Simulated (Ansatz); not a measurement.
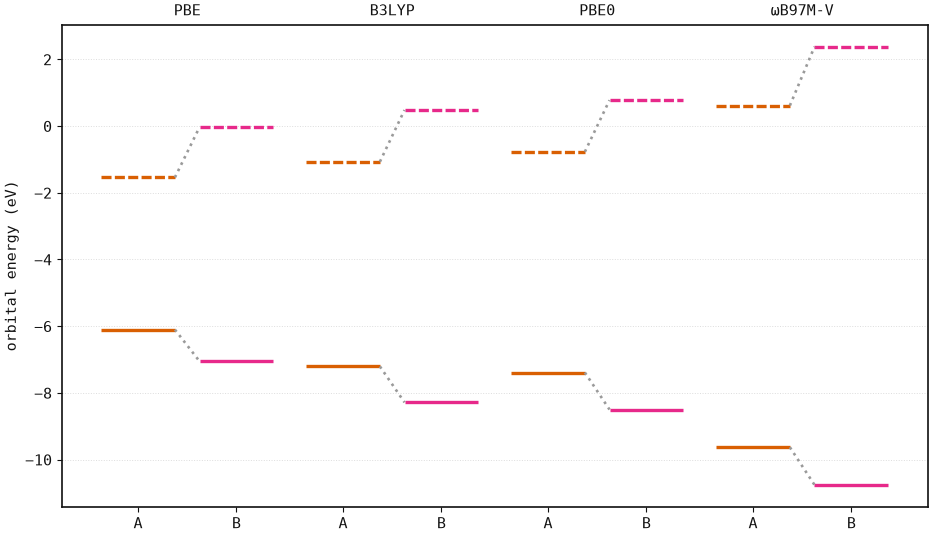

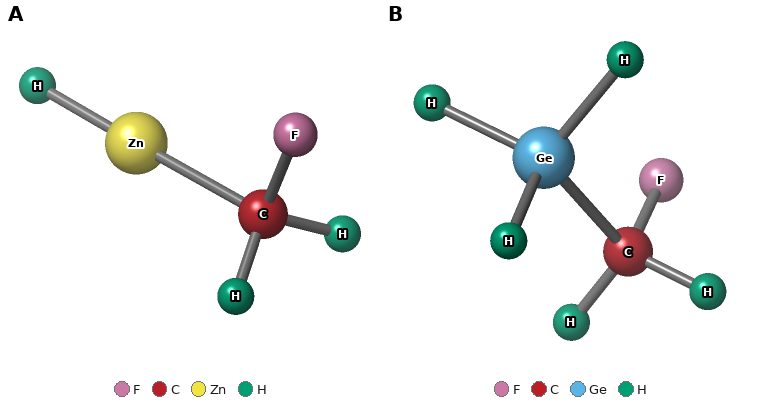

One change: A, CH₃FZn (SMILES F[CH2][ZnH]), becomes B, CH₅FGe (SMILES F[CH2][GeH3]). ZnH on C is replaced by GeH₃. HOMO (solid) and LUMO (dashed) computed in def2-TZVPP at PBE0-D4/def2-TZVP geometries, both minima by their frequencies, gas phase, the Ansatz code. Empty levels above zero depend strongly on the basis.

What does the change do to HOMO and LUMO?

Answer. PBE: the HOMO falls by 0.95 eV, the LUMO rises by 1.51 eV, and the separation goes from 4.56 to 7.02 eV. B3LYP: the HOMO falls by 1.08 eV, the LUMO rises by 1.55 eV, and the separation goes from 6.14 to 8.77 eV. PBE0: the HOMO falls by 1.11 eV, the LUMO rises by 1.55 eV, and the separation goes from 6.62 to 9.28 eV. ωB97M-V: the HOMO falls by 1.13 eV, the LUMO rises by 1.76 eV, and the separation goes from 10.25 to 13.14 eV.

Do the functionals agree on the effect?

Answer. They agree on the direction for both levels; the HOMO shift lies between −1.13 and −0.95 eV and the LUMO shift between 1.51 and 1.76 eV, while the separations themselves differ by up to 6.1 eV between functionals.
